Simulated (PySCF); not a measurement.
# What a change does: NMR shielding calculation on C$_{4}$H$_{10}$S$_{2}$

System: C$_{4}$H$_{10}$S$_{2}$, SMILES CC(C)CSS.
Method of run 1: GIAO PBE0/6-31G* NMR shielding, non-relativistic, gas phase (PySCF 2.14.0).

The geometry comes from this level: GFN2-xTB. Text and figures count atoms from 1; the logs count them from 0 in places.

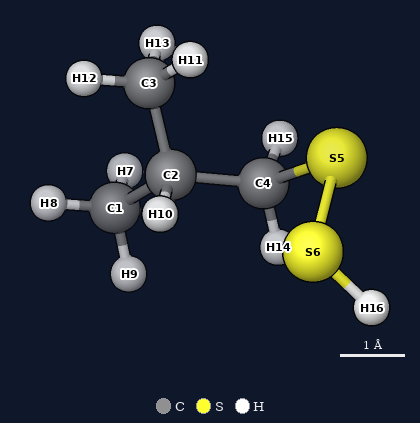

**Figure 1.** The input geometry (ball-and-stick view, seen at a tilt; atoms are numbered from 1 in the order of the input). Bond lengths as drawn: C–C 1.52 to 1.53 Å, C–H 1.09 to 1.10 Å, C–S 1.83 Å, H–S 1.34 Å and S–S 2.04 Å.

## Input file, run 1
```
{"job": {"kind": "nmr", "xc": "PBE0", "basis": "6-31G*", "pop": false}, "charge": 0, "multiplicity": 1}
C     -0.850737    -1.596531    -0.192278
C     -0.255233    -0.231591     0.146742
C     -1.352167     0.762852     0.512794
C      0.560896     0.273064    -1.036575
S      1.491234     1.805712    -0.667439
S      2.822658     1.177972     0.740084
H     -1.511115    -1.518961    -1.053630
H     -1.426417    -1.972020     0.649895
H     -0.067645    -2.316359    -0.420543
H      0.418350    -0.347381     1.004500
H     -0.926333     1.739686     0.730643
H     -1.894563     0.421660     1.390859
H     -2.056865     0.869810    -0.309700
H      1.280776    -0.473595    -1.373254
H     -0.083376     0.551387    -1.870266
H      3.842937     0.863240    -0.071414
```

The first line tells a small driver script what to run in PySCF; the rest is the geometry in Å.

Command:
```bash
OMP_NUM_THREADS=1 python <driver script> task.json out
```

Hardware: 1 CPU thread, shared host.

## Output (run 1)
```
coarse grid: 13792 points
cycle   1  E = -954.3465627167  dE =  4.912e-01  |g| = 3.789e-01  |ddm| = 3.605e+00
cycle   2  E = -954.3459429544  dE =  6.198e-04  |g| = 3.963e-01  |ddm| = 8.726e-01
cycle   3  E = -954.3882644570  dE = -4.232e-02  |g| = 3.918e-02  |ddm| = 4.503e-01
cycle   4  E = -954.3886312096  dE = -3.668e-04  |g| = 1.724e-02  |ddm| = 8.012e-02
cycle   5  E = -954.3887072592  dE = -7.605e-05  |g| = 5.018e-03  |ddm| = 2.437e-02
cycle   6  E = -954.3887136122  dE = -6.353e-06  |g| = 9.339e-04  |ddm| = 5.671e-03
final grid: 122048 points
cycle   7  E = -954.3150086259  dE = -2.592e-05  |g| = 9.302e-03  |ddm| = 2.719e-02
cycle   8  E = -954.3149961589  dE =  1.247e-05  |g| = 1.154e-02  |ddm| = 2.359e-02
cycle   9  E = -954.3150326895  dE = -3.653e-05  |g| = 8.626e-04  |ddm| = 1.375e-02
cycle  10  E = -954.3150328830  dE = -1.935e-07  |g| = 1.872e-04  |ddm| = 1.204e-03
cycle  11  E = -954.3150328915  dE = -8.439e-09  |g| = 3.900e-05  |ddm| = 2.003e-04
cycle  12  E = -954.3150328919  dE = -3.733e-10  |g| = 1.361e-05  |ddm| = 6.281e-05
converged SCF energy = -954.3150328919

GIAO shielding tensors (ppm)
atom      isotropic    diamagn.    paramagn.     s11        s22        s33       span
  0 C      173.386     247.876     -74.490    158.196    166.222    195.742     37.546
  1 C      169.194     239.878     -70.684    158.552    171.874    177.154     18.602
  2 C      176.078     248.025     -71.947    163.576    169.912    194.746     31.170
  3 C      145.477     249.459    -103.982    130.465    140.586    165.380     34.915
  4 S      540.649    1053.637    -512.988    332.088    554.954    734.903    402.815
  5 S      596.348    1054.269    -457.921    474.935    509.367    804.740    329.805
  6 H       31.636      30.686       0.950     28.229     29.471     37.208      8.979
  7 H       31.077      30.099       0.978     26.615     28.843     37.774     11.159
  8 H       31.375      30.342       1.033     26.798     29.584     37.743     10.945
  9 H       30.068      29.867       0.201     25.600     29.976     34.628      9.028
 10 H       30.372      29.500       0.872     24.424     31.677     35.015     10.591
 11 H       31.446      30.251       1.196     27.394     28.795     38.151     10.758
 12 H       31.995      30.855       1.140     28.742     29.365     37.877      9.135
 13 H       29.772      31.112      -1.341     23.561     31.271     34.482     10.921
 14 H       30.494      30.995      -0.500     25.715     29.726     36.043     10.327
 15 H       29.799      29.252       0.547     21.435     26.847     41.116     19.681
```

For run 2 the input was changed thus:
```diff
-"basis": "6-31G*"
+"basis": "pcSseg-1"
+"solvent": "acetonitrile"
```

Predict how the results change.

The total energies belong to different models, so their difference says nothing on which is more stable or more accurate. The HOMO goes from −6.84 to −6.96 eV. The dipole moment goes from 2.01 to 2.61 D. Of all shieldings, the largest change is that of S5, by −23.6 ppm. The number of SCF iterations is the same. The basis functions go from 112 to 166.

## Output (run 2)
```
coarse grid: 13792 points
cycle   1  E = -954.2343727130  dE =  4.712e-01  |g| = 3.557e-01  |ddm| = 3.507e+00
cycle   2  E = -954.2326104473  dE =  1.762e-03  |g| = 3.744e-01  |ddm| = 6.569e-01
cycle   3  E = -954.2693229457  dE = -3.671e-02  |g| = 3.578e-02  |ddm| = 3.390e-01
cycle   4  E = -954.2695947824  dE = -2.718e-04  |g| = 1.780e-02  |ddm| = 6.154e-02
cycle   5  E = -954.2696669012  dE = -7.212e-05  |g| = 3.970e-03  |ddm| = 1.831e-02
cycle   6  E = -954.2696706563  dE = -3.755e-06  |g| = 9.767e-04  |ddm| = 4.187e-03
final grid: 122048 points
cycle   7  E = -954.3106102013  dE = -3.859e-05  |g| = 8.923e-03  |ddm| = 2.998e-02
cycle   8  E = -954.3106006865  dE =  9.515e-06  |g| = 1.073e-02  |ddm| = 1.873e-02
cycle   9  E = -954.3106303909  dE = -2.970e-05  |g| = 7.218e-04  |ddm| = 1.041e-02
cycle  10  E = -954.3106305085  dE = -1.176e-07  |g| = 1.936e-04  |ddm| = 8.188e-04
cycle  11  E = -954.3106305172  dE = -8.662e-09  |g| = 4.611e-05  |ddm| = 1.724e-04
cycle  12  E = -954.3106305176  dE = -4.575e-10  |g| = 1.059e-05  |ddm| = 5.184e-05
converged SCF energy = -954.3106305176

GIAO shielding tensors (ppm)
atom      isotropic    diamagn.    paramagn.     s11        s22        s33       span
  0 C      163.677     247.106     -83.428    146.749    155.083    189.200     42.451
  1 C      157.877     245.249     -87.372    146.808    161.571    165.251     18.443
  2 C      166.210     247.884     -81.674    151.771    159.006    187.854     36.084
  3 C      131.925     250.411    -118.486    116.578    125.985    153.212     36.633
  4 S      517.044    1055.330    -538.286    303.035    522.741    725.356    422.321
  5 S      592.656    1055.525    -462.869    456.650    496.602    824.717    368.067
  6 H       30.922      30.313       0.609     27.205     28.642     36.919      9.715
  7 H       30.391      29.769       0.621     25.776     27.879     37.517     11.741
  8 H       30.622      30.139       0.483     25.804     28.517     37.544     11.740
  9 H       29.785      31.674      -1.889     25.257     29.660     34.438      9.181
 10 H       29.852      30.082      -0.230     23.717     31.059     34.781     11.064
 11 H       30.765      30.127       0.639     26.582     27.880     37.834     11.253
 12 H       31.314      30.653       0.660     27.983     28.414     37.544      9.561
 13 H       29.012      31.641      -2.629     22.723     30.276     34.036     11.313
 14 H       29.638      31.225      -1.588     24.687     28.732     35.495     10.808
 15 H       27.719      28.724      -1.005     18.917     24.499     39.742     20.825
```

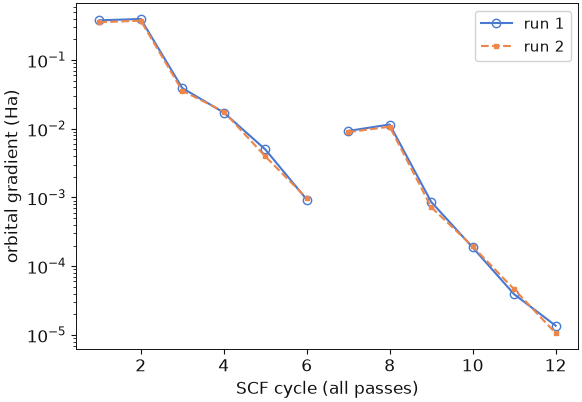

**Figure 2.** Convergence of the two runs: orbital gradient against the SCF cycle. A break in a curve parts two SCF passes (coarse and final grid). Run 1 takes 12 cycles in all, and run 2 takes 12.

## The two runs side by side

| quantity | run 1 | run 2 |
| --- | --- | --- |
| outcome | converged | converged |
| total energy (hartree) | −954.315033 | −954.310631 |
| HOMO (eV) | −6.84 | −6.96 |
| LUMO (eV) | −0.41 | −0.41 |
| dipole moment (D) | 2.01 | 2.61 |
| shielding of C1 (ppm) | 173.4 | 163.7 |
| shielding of C2 (ppm) | 169.2 | 157.9 |
| shielding of C3 (ppm) | 176.1 | 166.2 |
| shielding of C4 (ppm) | 145.5 | 131.9 |
| shielding of S5 (ppm) | 540.6 | 517.0 |
| shielding of S6 (ppm) | 596.3 | 592.7 |
| shielding of H16 (ppm) | 29.8 | 27.7 |
| SCF iterations | 12 | 12 |
| basis functions | 112 | 166 |
| wall time (shared host) | 7.6 s | 13 s |
